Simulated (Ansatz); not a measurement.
Ga7As

```cif
data_structure
_symmetry_space_group_name_H-M 'P 1'
_symmetry_Int_Tables_number 1
_cell_length_a 4.4333
_cell_length_b 5.0419
_cell_length_c 7.4476
_cell_angle_alpha 90.000
_cell_angle_beta 90.351
_cell_angle_gamma 90.000
_cell_volume 166.47
loop_
_atom_site_label
_atom_site_type_symbol
_atom_site_fract_x
_atom_site_fract_y
_atom_site_fract_z
_atom_site_occupancy
Ga1 Ga 0.08822 0.00000 0.83485 1
Ga2 Ga 0.40104 0.00000 0.34705 1
Ga3 Ga 0.58653 0.00000 0.66718 1
Ga4 Ga 0.87154 0.50000 0.65586 1
Ga5 Ga 0.14136 0.50000 0.35106 1
Ga6 Ga 0.37558 0.50000 0.83741 1
Ga7 Ga 0.63195 0.50000 0.14695 1
As1 As 0.90379 0.00000 0.15964 1
```

Space group Pm; a generated structure, not necessarily the stable one.

Method: Ansatz, DFT PBE, scalar-relativistic, plane waves, PAW.

> What can the converged valence pseudo-density and electron localisation function tell about the bonding?

Ga–Ga (2.52 Å): the density is about 0.37 e/Å³ at the midpoint; the ELF peaks at about 0.60 between the atoms.
Ga–As (2.56 Å): ρ is about 0.4 e/Å³ halfway; the ELF peaks at about 0.75 between the atoms.
Ga–Ga (2.56 Å): ρ is about 0.35 e/Å³ halfway; the ELF peaks at about 0.65 between the atoms.
Bader's partition of the density gives Ga −0.01 to +0.22 and As −0.57 e.

> How much charge does the calculation move between the atoms?

Electrons move from Ga towards As. Bader charges: Ga −0.01 to +0.22 and As −0.57 e.

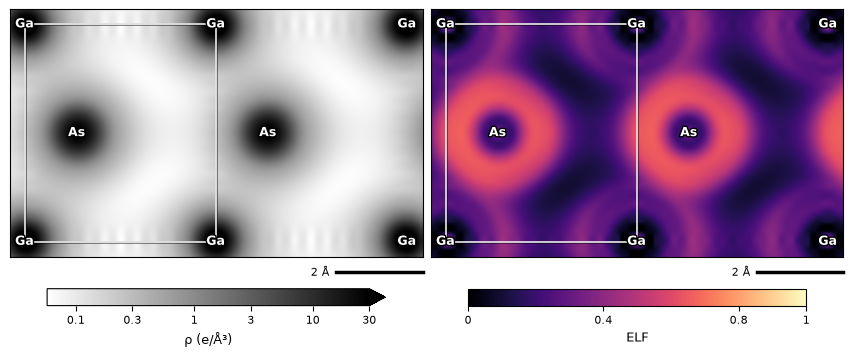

Computed valence pseudo-density and electron localisation function on the (001) plane of the conventional cell, in this order. 

In a PAW calculation such maps are meaningful between the atoms, not at the nuclei.
